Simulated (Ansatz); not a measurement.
# Resistivity from frozen vibrations: W(100) with 4 thermally displaced layers, 2x2, part 2 of 3

How much do lattice vibrations at 180 K scatter the electrons of W? Layers with random displacements are laid between perfect leads, and the resistance is followed against their length.

Ansatz 0.2.0; Ansatz plane-wave DFT, PBE, PAW files; ballistic transport by layer matching (Landauer), zero bias; PAW set soft_1.

So far, open channels per spin nearest the Fermi level: step 2 (with 4 displaced layers) 5.66.

### 3. With 8 displaced layers

System of this step: W(100) with 8 thermally displaced layers, 2x2. The cell holds 72 atoms: 72 W. Its edges and angles: a = 6.330 Å, b = 6.330 Å, c = 28.483 Å, α = 90.0°, β = 90.0°, γ = 90.0°. It derives from W. Regions: lead, 40 atoms (40 W); scattering region, 32 atoms (32 W). The structure is stacked along c, and the current runs across the ab planes.

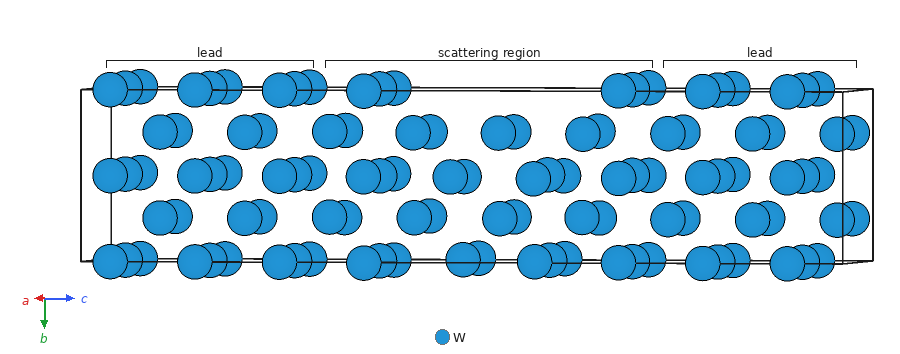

The cell of this step (tungsten blue). Some periodic images of atoms are drawn too.

input.yaml reads:

```yaml
crystal:
  lattice:
    - [6.3296, 0.0, 0.0]
    - [0.0, 6.3296, 0.0]
    - [0.0, 0.0, 28.4832]
  atoms:
    - { symbol: W, position: [0.0, 0.0, 0.0277777778] }
    - { symbol: W, position: [0.0, 0.5, 0.0277777778] }
    - { symbol: W, position: [0.5, 0.0, 0.0277777778] }
    - { symbol: W, position: [0.5, 0.5, 0.0277777778] }
    - { symbol: W, position: [0.25, 0.25, 0.0833333333] }
    - { symbol: W, position: [0.25, 0.75, 0.0833333333] }
    - { symbol: W, position: [0.75, 0.25, 0.0833333333] }
    - { symbol: W, position: [0.75, 0.75, 0.0833333333] }
    - { symbol: W, position: [0.0, 0.0, 0.1388888889] }
    - { symbol: W, position: [0.0, 0.5, 0.1388888889] }
    - { symbol: W, position: [0.5, 0.0, 0.1388888889] }
    - { symbol: W, position: [0.5, 0.5, 0.1388888889] }
    - { symbol: W, position: [0.25, 0.25, 0.1944444444] }
    - { symbol: W, position: [0.25, 0.75, 0.1944444444] }
    - { symbol: W, position: [0.75, 0.25, 0.1944444444] }
    - { symbol: W, position: [0.75, 0.75, 0.1944444444] }
    - { symbol: W, position: [0.0, 0.0, 0.25] }
    - { symbol: W, position: [0.0, 0.5, 0.25] }
    - { symbol: W, position: [0.5, 0.0, 0.25] }
    - { symbol: W, position: [0.5, 0.5, 0.25] }
    - { symbol: W, position: [0.2526463003, 0.2462958608, 0.3070994101] }
    - { symbol: W, position: [0.2541209572, 0.7531455348, 0.3060031279] }
    - { symbol: W, position: [0.7547915279, 0.2433217308, 0.3062395812] }
    - { symbol: W, position: [0.7530221973, 0.7411370277, 0.3059422081] }
    - { symbol: W, position: [0.9987444396, 0.0039183918, 0.3606219186] }
    - { symbol: W, position: [0.9999085441, 0.501718986, 0.3601348015] }
    - { symbol: W, position: [0.5030012388, 0.9994737365, 0.3616598234] }
    - { symbol: W, position: [0.4973836156, 0.505445988, 0.3617854126] }
    - { symbol: W, position: [0.2491074197, 0.2531685014, 0.4180702555] }
    - { symbol: W, position: [0.2589805805, 0.7421104162, 0.4176506308] }
    - { symbol: W, position: [0.7523317565, 0.2495294016, 0.4155450649] }
    - { symbol: W, position: [0.7563032815, 0.7436739088, 0.4172983436] }
    - { symbol: W, position: [0.0065272946, 0.9919795918, 0.4718851641] }
    - { symbol: W, position: [0.9934358599, 0.5012236364, 0.4739095025] }
    - { symbol: W, position: [0.5101456879, 0.991084905, 0.4715816279] }
    - { symbol: W, position: [0.5035274284, 0.5079186451, 0.472691525] }
    - { symbol: W, position: [0.2462589495, 0.2514897554, 0.5277592611] }
    - { symbol: W, position: [0.2489784865, 0.7463175151, 0.5282092533] }
    - { symbol: W, position: [0.7515436442, 0.249533797, 0.5275307784] }
    - { symbol: W, position: [0.7435576963, 0.7475624166, 0.5291219749] }
    - { symbol: W, position: [0.9990445806, 0.9927816579, 0.5848201373] }
    - { symbol: W, position: [0.0026586402, 0.5105695088, 0.5834029829] }
    - { symbol: W, position: [0.4976867139, 0.9927418114, 0.5848083221] }
    - { symbol: W, position: [0.5128829949, 0.4958840034, 0.5826123639] }
    - { symbol: W, position: [0.2529891663, 0.2458368211, 0.6385874393] }
    - { symbol: W, position: [0.2482459867, 0.7509624418, 0.6401087092] }
    - { symbol: W, position: [0.7501106423, 0.2546072236, 0.6384210588] }
    - { symbol: W, position: [0.7516435135, 0.7392793828, 0.6372733917] }
    - { symbol: W, position: [0.0039905439, 0.997041114, 0.6950905717] }
    - { symbol: W, position: [0.002719201, 0.5066296305, 0.6953489982] }
    - { symbol: W, position: [0.5050989826, 0.9994401032, 0.6936664319] }
    - { symbol: W, position: [0.4963321168, 0.4975530495, 0.6931856161] }
    - { symbol: W, position: [0.25, 0.25, 0.75] }
    - { symbol: W, position: [0.25, 0.75, 0.75] }
    - { symbol: W, position: [0.75, 0.25, 0.75] }
    - { symbol: W, position: [0.75, 0.75, 0.75] }
    - { symbol: W, position: [0.0, 0.0, 0.8055555556] }
    - { symbol: W, position: [0.0, 0.5, 0.8055555556] }
    - { symbol: W, position: [0.5, 0.0, 0.8055555556] }
    - { symbol: W, position: [0.5, 0.5, 0.8055555556] }
    - { symbol: W, position: [0.25, 0.25, 0.8611111111] }
    - { symbol: W, position: [0.25, 0.75, 0.8611111111] }
    - { symbol: W, position: [0.75, 0.25, 0.8611111111] }
    - { symbol: W, position: [0.75, 0.75, 0.8611111111] }
    - { symbol: W, position: [0.0, 0.0, 0.9166666667] }
    - { symbol: W, position: [0.0, 0.5, 0.9166666667] }
    - { symbol: W, position: [0.5, 0.0, 0.9166666667] }
    - { symbol: W, position: [0.5, 0.5, 0.9166666667] }
    - { symbol: W, position: [0.25, 0.25, 0.9722222222] }
    - { symbol: W, position: [0.25, 0.75, 0.9722222222] }
    - { symbol: W, position: [0.75, 0.25, 0.9722222222] }
    - { symbol: W, position: [0.75, 0.75, 0.9722222222] }
kpoints:
  mp_grid: { grid: [4, 4, 1] }
hamiltonian:
  xc: pbe
  pseudopotentials: { kind: paw, azcp: { folder: soft_1 } }
scf:
  occupations: { method: fermi_dirac, width: 0.1 }
output:
  transmission: { leads: [[0, 4]], kmesh: [8, 8], e_range: [-0.05, 0.05], de: 0.05 }
  write_potential: true
  write_density: true
  volumetric_format: npy
```

Started as:

```sh
> ansatz run input.yaml --threads 4 --pin off --max-ram 15360MiB --backend cpu --events-out ev --progress --plain --runs-dir out
```

Numbers of over 12 decimals in the logs are rounded to 6 here.

Output:

```text
[...]
Crystal: 72 atoms, lattice volume = 1141.146 Å³
Basis set: ecut = 420 eV, 22299 PW (Γ)
Bands: 605, of which v1, the nominal top of the filled ones, is band 504 counted from 1 (503 counted from 0)
Symmetry: 1 space group operations
[...]
k-points: 10 of 16 (time reversal used)
[...]
SCF iter   1: F=—  HF=-747799.329886 eV  |F-HF|=—  |Δ(HF+E_count)|=         —  Δρ=6.30e-2  dr2=3.94e1  ethr=3.10e-3  ⟨swp⟩=5.2  Hψ=21875  notcnv=0
[...]
SCF iter   8: F=-747785.601897 eV  HF=-747785.601897 eV  |F-HF|=7.10e-9  |Δ(HF+E_count)|=   8.15e-9  Δρ=5.22e-7  dr2=8.89e-9  ethr=9.92e-12  ⟨swp⟩=6.9  Hψ=11227  notcnv=0
SCF 1 converged in 8 iterations: F = -747785.601897 eV  dr2 = 8.89e-9
[...]
transmission: 123 of 1224 steps passed
transmission: 249 of 1224 steps passed
[...]
transmission: 1224 of 1224 steps passed
SCF converged after 8 iterations
Free energy (F): -747785.601897 eV
[...]
Internal energy: -747784.359977 eV  (E = F + TS)
E sigma→0 (E₀):  -747784.980937 eV
Entropy (-TS):   -1.241920 eV (-17.249 meV/atom)
Fermi energy:    22.427633 eV
[...]
--- Band table (eV; the first three rows and the last of 10) ---
  k-point 0: bands = [... 500 lower, 22.3332, 22.3557, 22.3666, 22.3888, 22.3985, 22.4124, 22.4186, 22.4408, ... 97 higher]
  k-point 1: bands = [... 500 lower, 22.3144, 22.3355, 22.3390, 22.3448, 22.3796, 22.3891, 22.4566, 22.4668, ... 97 higher]
  k-point 2: bands = [... 500 lower, 22.4298, 22.4608, 22.5169, 22.5186, 22.5567, 22.5841, 22.6103, 22.6402, ... 97 higher]
  k-point 9: bands = [... 500 lower, 21.7203, 21.7286, 21.7544, 21.7573, 22.4936, 22.5201, 22.5595, 22.5804, ... 97 higher]
--- Transmission ---
  basis      : 349 plane waves across, 36 finite elements along
  points     : 34, standing for a mesh of 8 x 8
[...]
channels       : 5.218750e0 a spin
[...]
slowest decay  : 0.0387 /Å at (0.5000, 0.5000)
  junction   : crystal 0 to crystal 0, 0.70 to 27.60 Å
    transmission   : 4.555914e0 a spin
[...]
```

Run time: 12 min. Hardware: 4 threads of AMD EPYC 9R14 (Zen 4), shared host; peak memory 8.2 GiB; 40 min of CPU time.

This step gave:

```
free energy                                    : -747785.6019 eV
energy at zero smearing                        : -747784.9809 eV
Fermi energy                                   : 22.43 eV
transmission per spin nearest the Fermi level  : 4.556
open channels per spin nearest the Fermi level : 5.219
step of the lead's potential                   : 2.5 meV
```

Per spin. Table of transmission, zone mean by energy, zero at the Fermi level:

```csv
energy (eV),"transmission, zone mean"
-0.0500,4.37
0.0000,4.56
0.0500,5.02
```

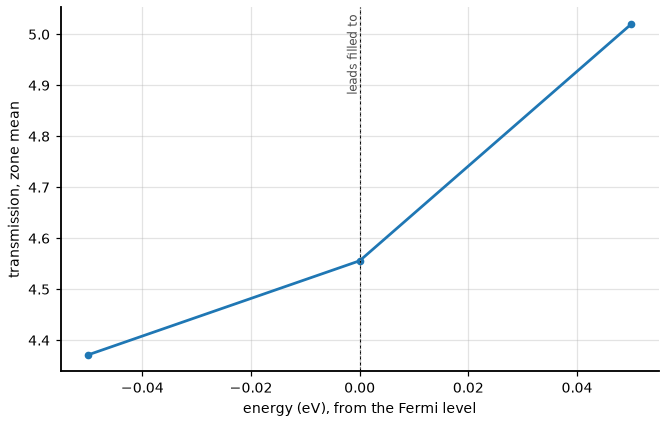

Transmission, zone mean, plotted against energy.

Over the solved energies the transmission per spin lies between 4.37 and 5.02, out of 5.18 channels of the lead on average (up to 5.66).

(Continued in part 3 of 3.)

[Logs are printed without paths, hosts, clocks, repeated set-up lines and the standing remarks that a program may print on its own settings, such as how far it seeks lower states.]

[Hosts, paths, dates, database ids (printed as entryN), source tags and the programs' standing remarks are cut or masked in the printed files.]
